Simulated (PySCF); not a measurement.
Energy and gradient calculation of CH$_{5}$OSi (part 1 of 2)

System: CH$_{5}$OSi, multiplicity 2.
Method: PBE/pcseg-2, UKS (PySCF 2.14.0).

The geometry comes from this level: PBE0-D4/def2-TZVP.

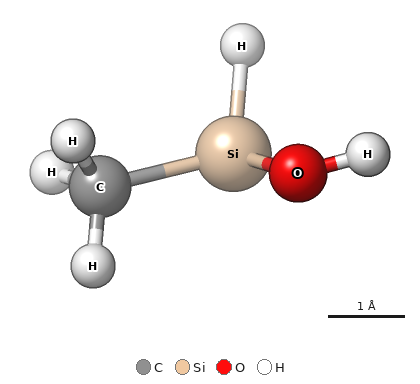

Fig. 1: The input geometry (ball-and-stick view, seen at a tilt).

**Input file (calc.py)**
```python
# C[SiH]O
from pyscf import gto, dft

mol = gto.M(
    atom='''
C   -0.688200   0.901800  -0.099400
Si   0.670300  -0.323400  -0.458400
O    0.201200  -1.753600   0.234600
H   -1.628600   0.589000  -0.557100
H   -0.424700   1.887000  -0.490900
H   -0.841600   0.986400   0.980700
H    1.974600   0.132900   0.129400
H    0.828900  -2.477200   0.205400
''',
    verbose=4,
    max_memory=1860,
    spin=1,
    basis='pcseg-2',
)

calc0 = dft.UKS(mol, xc='pbe')
calc0.grids.level = 5
calc0.conv_tol = 1e-10
calc0.kernel()
if not calc0.converged:
    calc0 = calc0.newton().run(calc0.mo_coeff, calc0.mo_occ)

etot = calc0.e_tot
print('E = %.10f Eh' % etot)
grad = calc0.nuc_grad_method().kernel()
calc0.analyze()
```

Hardware: 1 thread of Arm Neoverse V2, 24 GiB of memory available, shared host.

Command:
```bash
OMP_NUM_THREADS=1 python calc.py
```

**Log**
```
PySCF version 2.14.0

[INPUT] num. atoms = 8
[INPUT] num. electrons = 33
[INPUT] charge = 0
[INPUT] spin (= nelec alpha-beta = 2S) = 1
[INPUT] symmetry False subgroup None
[INPUT] Mole.unit = angstrom
[INPUT] Symbol           X                Y                Z      unit          X                Y                Z       unit  Magmom
[INPUT]  1 C     -0.688200000000   0.901800000000  -0.099400000000 AA   -1.300509518926   1.704155019133  -0.187838776782 Bohr   0.0
[INPUT]  2 Si     0.670300000000  -0.323400000000  -0.458400000000 AA    1.266683421296  -0.611137428684  -0.866250455501 Bohr   0.0
[INPUT]  3 O      0.201200000000  -1.753600000000   0.234600000000 AA    0.380212896262  -3.313823732037   0.443329748823 Bohr   0.0
[INPUT]  4 H     -1.628600000000   0.589000000000  -0.557100000000 AA   -3.077607966467   1.113048687369  -1.052766423995 Bohr   0.0
[INPUT]  5 H     -0.424700000000   1.887000000000  -0.490900000000 AA   -0.802566685103   3.565913197054  -0.927666554549 Bohr   0.0
[INPUT]  6 H     -0.841600000000   0.986400000000   0.980700000000 AA   -1.590393506434   1.864025849271   1.853254410361 Bohr   0.0
[INPUT]  7 H      1.974600000000   0.132900000000   0.129400000000 AA    3.731453205566   0.251144601955   0.244530560519 Bohr   0.0
[INPUT]  8 H      0.828900000000  -2.477200000000   0.205400000000 AA    1.566393984652  -4.681229555773   0.388149745986 Bohr   0.0

nuclear repulsion = 108.449811673173
number of shells = 27
number of NR pGTOs = 242
number of NR cGTOs = 164
basis = pcseg-2
ecp = {}

******** <class 'pyscf.dft.uks.UKS'> ********
method = UKS
initial guess = minao
damping factor = 0
level_shift factor = 0
DIIS = <class 'pyscf.scf.diis.CDIIS'>
diis_start_cycle = 1
diis_space = 8
diis_damp = 0
SCF conv_tol = 1e-10
SCF conv_tol_grad = None
SCF max_cycles = 50
direct_scf = True
direct_scf_tol = 1e-13
number electrons alpha = 17  beta = 16
XC library pyscf.dft.libxc version 7.0.0
    S. Lehtola, C. Steigemann, M. J.T. Oliveira, and M. A.L. Marques.,  SoftwareX 7, 1–5 (2018)
XC functionals = pbe
    J. P. Perdew, K. Burke, and M. Ernzerhof.,  Phys. Rev. Lett. 77, 3865 (1996)
    J. P. Perdew, K. Burke, and M. Ernzerhof.,  Phys. Rev. Lett. 78, 1396 (1997)
    J. P. Perdew, K. Burke, and M. Ernzerhof.,  Phys. Rev. Lett. 77, 3865 (1996)
    J. P. Perdew, K. Burke, and M. Ernzerhof.,  Phys. Rev. Lett. 78, 1396 (1997)
radial grids:
    Treutler-Ahlrichs [JCP 102, 346 (1995); DOI:10.1063/1.469408] (M4) radial grids

becke partition: Becke, JCP 88, 2547 (1988); DOI:10.1063/1.454033
pruning grids: <function nwchem_prune>
grids dens level: 5
symmetrized grids: False
atomic radii adjust function: <function treutler_atomic_radii_adjust>
small_rho_cutoff = 0
Set gradient conv threshold to 1e-05
tot grids = 247208
init E= -405.624277349018
  alpha nocc = 17  HOMO = -0.170213720245707  LUMO = -0.0473798894343957
  beta  nocc = 16  HOMO = -0.352176168314166  LUMO = -0.170213720245707

WARN: HOMO -0.170213720245707 >= LUMO -0.170213720245707

cycle= 1 E= -405.438618755941  delta_E= 0.186  |g|= 0.661  |ddm|= 1.56
  alpha nocc = 17  HOMO = -0.0694259855032531  LUMO = 0.0197997718302751
  beta  nocc = 16  HOMO = -0.111293119838175  LUMO = -0.043681114743837
  HOMO = -0.0694259855033  LUMO = -0.0436811147438  gap/eV = 0.70055
cycle= 2 E= -404.423809317307  delta_E= 1.01  |g|= 1.61  |ddm|= 2.07
  alpha nocc = 17  HOMO = -0.144861620606948  LUMO = -0.0262199711590192
  beta  nocc = 16  HOMO = -0.251227253283735  LUMO = -0.092077243537668
  HOMO = -0.144861620607  LUMO = -0.0920772435377  gap/eV = 1.43634
cycle= 3 E= -405.581133525011  delta_E= -1.16  |g|= 0.228  |ddm|=  1.9
  alpha nocc = 17  HOMO = -0.16061925257047  LUMO = -0.0166488776168308
  beta  nocc = 16  HOMO = -0.277437505844242  LUMO = -0.103479823935642
  HOMO = -0.16061925257  LUMO = -0.103479823936  gap/eV = 1.55484
cycle= 4 E= -405.602236474914  delta_E= -0.0211  |g|= 0.112  |ddm|= 0.283
  alpha nocc = 17  HOMO = -0.16342198914599  LUMO = -0.0151268982822614
  beta  nocc = 16  HOMO = -0.27321151539212  LUMO = -0.102673801824693
  HOMO = -0.163421989146  LUMO = -0.102673801825  gap/eV = 1.65304
cycle= 5 E= -405.608299805357  delta_E= -0.00606  |g|= 0.0194  |ddm|= 0.104
  alpha nocc = 17  HOMO = -0.160352335924108  LUMO = -0.0146491527956236
  beta  nocc = 16  HOMO = -0.270622790040175  LUMO = -0.0987246970977704
  HOMO = -0.160352335924  LUMO = -0.0987246970978  gap/eV = 1.67697
cycle= 6 E= -405.60855720443  delta_E= -0.000257  |g|= 0.00466  |ddm|= 0.0336
  alpha nocc = 17  HOMO = -0.16092922729387  LUMO = -0.0150848937192354
  beta  nocc = 16  HOMO = -0.271329574465522  LUMO = -0.0990392418333332
  HOMO = -0.160929227294  LUMO = -0.0990392418333  gap/eV = 1.68411
cycle= 7 E= -405.608568364906  delta_E= -1.12e-05  |g|= 0.00108  |ddm|= 0.0062
  alpha nocc = 17  HOMO = -0.160842108837775  LUMO = -0.0150244553975476
  beta  nocc = 16  HOMO = -0.271283188227457  LUMO = -0.0988421201927299
  HOMO = -0.160842108838  LUMO = -0.0988421201927  gap/eV = 1.68711
cycle= 8 E= -405.608569000608  delta_E= -6.36e-07  |g|= 0.000235  |ddm|= 0.00138
  alpha nocc = 17  HOMO = -0.160893078681029  LUMO = -0.0150331690937211
  beta  nocc = 16  HOMO = -0.271300852559119  LUMO = -0.098860368562919
  HOMO = -0.160893078681  LUMO = -0.0988603685629  gap/eV = 1.68800
cycle= 9 E= -405.608569032365  delta_E= -3.18e-08  |g|= 9.44e-05  |ddm|= 0.00043
  alpha nocc = 17  HOMO = -0.160876896806275  LUMO = -0.015027830965936
  beta  nocc = 16  HOMO = -0.271289854334503  LUMO = -0.0988403717851192
  HOMO = -0.160876896806  LUMO = -0.0988403717851  gap/eV = 1.68810
cycle= 10 E= -405.608569037651  delta_E= -5.29e-09  |g|= 2.12e-05  |ddm|= 0.000142
  alpha nocc = 17  HOMO = -0.160877864987905  LUMO = -0.0150275378680984
  beta  nocc = 16  HOMO = -0.271289236274137  LUMO = -0.0988406805703406
  HOMO = -0.160877864988  LUMO = -0.0988406805703  gap/eV = 1.68812
cycle= 11 E= -405.608569037868  delta_E= -2.17e-10  |g|= 5.88e-06  |ddm|= 2.8e-05
  alpha nocc = 17  HOMO = -0.160877892427528  LUMO = -0.0150272292612232
  beta  nocc = 16  HOMO = -0.271289398804804  LUMO = -0.0988405993868717
  HOMO = -0.160877892428  LUMO = -0.0988405993869  gap/eV = 1.68812
cycle= 12 E= -405.608569037887  delta_E= -1.83e-11  |g|= 1.71e-06  |ddm|= 9.78e-06
  alpha nocc = 17  HOMO = -0.160878152683315  LUMO = -0.0150274999630877
  beta  nocc = 16  HOMO = -0.271289699108038  LUMO = -0.0988409461180684
  HOMO = -0.160878152683  LUMO = -0.0988409461181  gap/eV = 1.68812
```

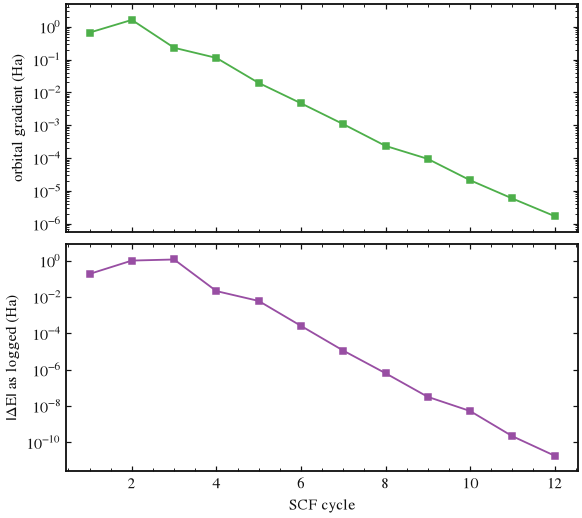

Fig. 2: Convergence of the self-consistent field: orbital gradient and size of the energy change against the SCF cycle. The residual comes down, with one marked jump up, by a factor of about 2.5, at step 2.

```
Extra cycle  E= -405.608569037886  delta_E= 1.02e-12  |g|= 3.09e-06  |ddm|= 4.67e-06
converged SCF energy = -405.608569037886  <S^2> = 0.75156044  2S+1 = 2.0015598
E = -405.6085690379 Eh

******** <class 'pyscf.grad.uks.Gradients'> for <class 'pyscf.dft.uks.UKS'> ********
unit = Eh/Bohr
grid_response = False
--------------- UKS gradients ---------------
         x                y                z
0 C    -0.0002199725     0.0001874947     0.0002895231
1 Si    -0.0027728931    -0.0048571433     0.0064159140
2 O     0.0080531658     0.0022461645    -0.0041816493
3 H     0.0034988338     0.0008978879     0.0016497821
4 H    -0.0007875319    -0.0035440952     0.0014020277
5 H     0.0006894175    -0.0004602497    -0.0042084652
6 H    -0.0031159119    -0.0012412794    -0.0013874213
7 H    -0.0053487218     0.0067749205     0.0000165449
----------------------------------------------
**** SCF Summaries ****
Total Energy =                        -405.608569037885559
Nuclear Repulsion Energy =             108.449811673173457
One-electron Energy =                 -774.873186123889013
Two-electron Energy =                  260.814805412829969
Two-electron Coulomb Energy =          297.350696924644410
DFT Exchange-Correlation Energy =      -36.535891511814420
HOMO-LUMO gap [eV] =                     1.688118375449409
**** MO energy ****
                             alpha | beta                alpha | beta
MO #1   energy= -65.392099026217   | -65.3897155860554  occ= 1 | 1
MO #2   energy= -18.7566889265427  | -18.7541529098196  occ= 1 | 1
MO #3   energy= -9.8723403529949   | -9.87157554673289  occ= 1 | 1
MO #4   energy= -5.05551671263963  | -5.05240821484422  occ= 1 | 1
MO #5   energy= -3.4678677224926   | -3.46326595232953  occ= 1 | 1
MO #6   energy= -3.46517077352067  | -3.46118237976932  occ= 1 | 1
MO #7   energy= -3.4630061146016   | -3.46036446823448  occ= 1 | 1
MO #8   energy= -0.92345458126835  | -0.918843955638406 occ= 1 | 1
MO #9   energy= -0.637824869518917 | -0.63505315318845  occ= 1 | 1
MO #10  energy= -0.498859107597653 | -0.494438173948156 occ= 1 | 1
MO #11  energy= -0.409334934126198 | -0.398830299077776 occ= 1 | 1
MO #12  energy= -0.369539265461018 | -0.365160713437207 occ= 1 | 1
MO #13  energy= -0.358888067340824 | -0.357130087609251 occ= 1 | 1
MO #14  energy= -0.328160053719035 | -0.322036931300074 occ= 1 | 1
MO #15  energy= -0.310771108876887 | -0.301525809408167 occ= 1 | 1
MO #16  energy= -0.277571662718419 | -0.271289699108038 occ= 1 | 1
MO #17  energy= -0.160878152683315 | -0.0988409461180684 occ= 1 | 0
MO #18  energy= -0.0240561754838495 | -0.0150274999630877 occ= 0 | 0
MO #19  energy= 0.000845417815298788 | 0.0076806373014211 occ= 0 | 0
MO #20  energy= 0.0302586846625061 | 0.0419416155216688 occ= 0 | 0
MO #21  energy= 0.0463441959563844 | 0.0572700226826828 occ= 0 | 0
MO #22  energy= 0.0576897905490239 | 0.0662280460024539 occ= 0 | 0
MO #23  energy= 0.0601854099713192 | 0.0677697195835505 occ= 0 | 0
MO #24  energy= 0.0680185590222488 | 0.0785300477474378 occ= 0 | 0
MO #25  energy= 0.12689250750763   | 0.138559775497448  occ= 0 | 0
MO #26  energy= 0.131184887310917  | 0.145049643639134  occ= 0 | 0
MO #27  energy= 0.149828164488524  | 0.15896647023133   occ= 0 | 0
MO #28  energy= 0.164077826975071  | 0.167287003736118  occ= 0 | 0
MO #29  energy= 0.187197992715582  | 0.197811997629433  occ= 0 | 0
MO #30  energy= 0.221165136249458  | 0.228774265700383  occ= 0 | 0
MO #31  energy= 0.224289559621799  | 0.238103397289811  occ= 0 | 0
MO #32  energy= 0.293072769712468  | 0.304666656433552  occ= 0 | 0
MO #33  energy= 0.3089790291209    | 0.315184069424521  occ= 0 | 0
MO #34  energy= 0.315089790966341  | 0.31856121864965   occ= 0 | 0
MO #35  energy= 0.321444753413827  | 0.323058819781525  occ= 0 | 0
MO #36  energy= 0.34150722459861   | 0.351186758125372  occ= 0 | 0
MO #37  energy= 0.352091258679879  | 0.361469564706092  occ= 0 | 0
MO #38  energy= 0.390626723196398  | 0.40158596971159   occ= 0 | 0
MO #39  energy= 0.418702061167807  | 0.422170070992631  occ= 0 | 0
MO #40  energy= 0.423361668015689  | 0.435626941181169  occ= 0 | 0
MO #41  energy= 0.453951307010664  | 0.471453045002722  occ= 0 | 0
MO #42  energy= 0.505532976715836  | 0.533250017354927  occ= 0 | 0
MO #43  energy= 0.589371006514449  | 0.595764960374327  occ= 0 | 0
MO #44  energy= 0.601455232183399  | 0.610671395510989  occ= 0 | 0
MO #45  energy= 0.653829904002341  | 0.6652882178422    occ= 0 | 0
MO #46  energy= 0.678842898134514  | 0.685650753494471  occ= 0 | 0
MO #47  energy= 0.701410627047659  | 0.714073231879349  occ= 0 | 0
MO #48  energy= 0.759801451015575  | 0.77132500591433   occ= 0 | 0
MO #49  energy= 0.799465551041746  | 0.804849381816497  occ= 0 | 0
MO #50  energy= 0.812963836868689  | 0.822189492518993  occ= 0 | 0
MO #51  energy= 0.853394865900565  | 0.867059871483898  occ= 0 | 0
MO #52  energy= 0.902039333025906  | 0.906738322542875  occ= 0 | 0
MO #53  energy= 0.928914294229734  | 0.929999878210152  occ= 0 | 0
MO #54  energy= 0.935960809790064  | 0.940140863416452  occ= 0 | 0
MO #55  energy= 0.959760375152698  | 0.963973828630282  occ= 0 | 0
MO #56  energy= 0.979728511585307  | 0.995039121551777  occ= 0 | 0
MO #57  energy= 1.0258563741268    | 1.03193519654555   occ= 0 | 0
MO #58  energy= 1.03943877230866   | 1.04077762351262   occ= 0 | 0
MO #59  energy= 1.06784290525257   | 1.08767243159421   occ= 0 | 0
MO #60  energy= 1.11291400526473   | 1.12052071735973   occ= 0 | 0
MO #61  energy= 1.13128452347425   | 1.14531261505819   occ= 0 | 0
MO #62  energy= 1.16327398106543   | 1.17792644021496   occ= 0 | 0
MO #63  energy= 1.18988923521086   | 1.19653020637233   occ= 0 | 0
MO #64  energy= 1.19395433034189   | 1.20117646699188   occ= 0 | 0
MO #65  energy= 1.2447193894392    | 1.2609224794408    occ= 0 | 0
MO #66  energy= 1.33622161239157   | 1.34329036964256   occ= 0 | 0
MO #67  energy= 1.36366208212682   | 1.37099786515916   occ= 0 | 0
MO #68  energy= 1.40532447894553   | 1.42485004404205   occ= 0 | 0
MO #69  energy= 1.43486813230138   | 1.4392329214388    occ= 0 | 0
MO #70  energy= 1.47318910463549   | 1.4791964724674    occ= 0 | 0
MO #71  energy= 1.48568451124366   | 1.49324518781479   occ= 0 | 0
MO #72  energy= 1.58802415383199   | 1.59564281260952   occ= 0 | 0
MO #73  energy= 1.59822847225439   | 1.61403792984965   occ= 0 | 0
MO #74  energy= 1.62969978903971   | 1.64007847513047   occ= 0 | 0
MO #75  energy= 1.64141574274623   | 1.64824880119194   occ= 0 | 0
MO #76  energy= 1.69587863661131   | 1.70395880111123   occ= 0 | 0
MO #77  energy= 1.76907281924987   | 1.78158814300096   occ= 0 | 0
MO #78  energy= 1.78052129587226   | 1.78993933380547   occ= 0 | 0
MO #79  energy= 1.8073236123547    | 1.81873695010582   occ= 0 | 0
MO #80  energy= 1.86993880829833   | 1.89241510672398   occ= 0 | 0
MO #81  energy= 1.90299194586884   | 1.91720623233367   occ= 0 | 0
MO #82  energy= 1.91679018184359   | 1.94594191245215   occ= 0 | 0
MO #83  energy= 2.01115568639884   | 2.02477488384877   occ= 0 | 0
MO #84  energy= 2.02873460941592   | 2.04430894933127   occ= 0 | 0
MO #85  energy= 2.07992206318531   | 2.08872584543696   occ= 0 | 0
MO #86  energy= 2.19562307191751   | 2.20005681411424   occ= 0 | 0
MO #87  energy= 2.21158805363961   | 2.21446758373037   occ= 0 | 0
MO #88  energy= 2.29040204187783   | 2.29655705773497   occ= 0 | 0
MO #89  energy= 2.34676270556028   | 2.35846868814799   occ= 0 | 0
MO #90  energy= 2.45875792504057   | 2.46325730000312   occ= 0 | 0
MO #91  energy= 2.51899563163618   | 2.52261511370251   occ= 0 | 0
MO #92  energy= 2.59383179655272   | 2.59904844515215   occ= 0 | 0
MO #93  energy= 3.0655117755891    | 3.0749141460283    occ= 0 | 0
MO #94  energy= 3.0872870773664    | 3.09390795790691   occ= 0 | 0
MO #95  energy= 3.11258307834918   | 3.12139028410619   occ= 0 | 0
MO #96  energy= 3.12749635513551   | 3.13205911084797   occ= 0 | 0
MO #97  energy= 3.17244811257203   | 3.17699071318086   occ= 0 | 0
MO #98  energy= 3.19974279554387   | 3.20071713714102   occ= 0 | 0
MO #99  energy= 3.25372330427103   | 3.25828960920829   occ= 0 | 0
MO #100 energy= 3.28885529014414   | 3.29216429395338   occ= 0 | 0
MO #101 energy= 3.33553813924657   | 3.34100901786463   occ= 0 | 0
MO #102 energy= 3.41481086287674   | 3.42234279042575   occ= 0 | 0
MO #103 energy= 3.4711819824088    | 3.47615710582914   occ= 0 | 0
MO #104 energy= 3.53176325908757   | 3.53675567701665   occ= 0 | 0
MO #105 energy= 3.53796890818408   | 3.54325018277685   occ= 0 | 0
MO #106 energy= 3.56723064194527   | 3.57045076731821   occ= 0 | 0
MO #107 energy= 3.65058150031318   | 3.65384497254841   occ= 0 | 0
MO #108 energy= 3.7116092945288    | 3.71519842127981   occ= 0 | 0
MO #109 energy= 3.71926023661729   | 3.7217163462512    occ= 0 | 0
MO #110 energy= 3.76177715572988   | 3.76424447471809   occ= 0 | 0
MO #111 energy= 3.76650532688556   | 3.77531750795661   occ= 0 | 0
MO #112 energy= 3.77169461298001   | 3.78273673926638   occ= 0 | 0
MO #113 energy= 3.87846488061807   | 3.88410982615301   occ= 0 | 0
MO #114 energy= 3.91461129503733   | 3.91891661329551   occ= 0 | 0
MO #115 energy= 3.96364284851011   | 3.96809476957251   occ= 0 | 0
MO #116 energy= 3.98248258274446   | 3.98539366198448   occ= 0 | 0
MO #117 energy= 4.00844627719784   | 4.01591820210594   occ= 0 | 0
MO #118 energy= 4.05504749943218   | 4.05968080378451   occ= 0 | 0
MO #119 energy= 4.08682657389712   | 4.09399634704987   occ= 0 | 0
MO #120 energy= 4.09989659069269   | 4.10409927824101   occ= 0 | 0
MO #121 energy= 4.12387556628039   | 4.12936042783129   occ= 0 | 0
MO #122 energy= 4.15889123733979   | 4.16306478085539   occ= 0 | 0
MO #123 energy= 4.17376147345772   | 4.1785506144838    occ= 0 | 0
MO #124 energy= 4.28066223048354   | 4.28743537532611   occ= 0 | 0
MO #125 energy= 4.30847485960839   | 4.31383487351995   occ= 0 | 0
MO #126 energy= 4.3388619439901    | 4.34391570974425   occ= 0 | 0
MO #127 energy= 4.38020890565017   | 4.38711164610603   occ= 0 | 0
MO #128 energy= 4.39945727894483   | 4.40106745296481   occ= 0 | 0
MO #129 energy= 4.43589017582187   | 4.44005755102997   occ= 0 | 0
MO #130 energy= 4.44398588324186   | 4.4475092628067    occ= 0 | 0
MO #131 energy= 4.46819799384951   | 4.47513875475245   occ= 0 | 0
MO #132 energy= 4.4929648750412    | 4.49884822925714   occ= 0 | 0
MO #133 energy= 4.49572461640812   | 4.49953965825487   occ= 0 | 0
MO #134 energy= 4.5228923131619    | 4.53112259317478   occ= 0 | 0
MO #135 energy= 4.53240571101116   | 4.53456402449719   occ= 0 | 0
```
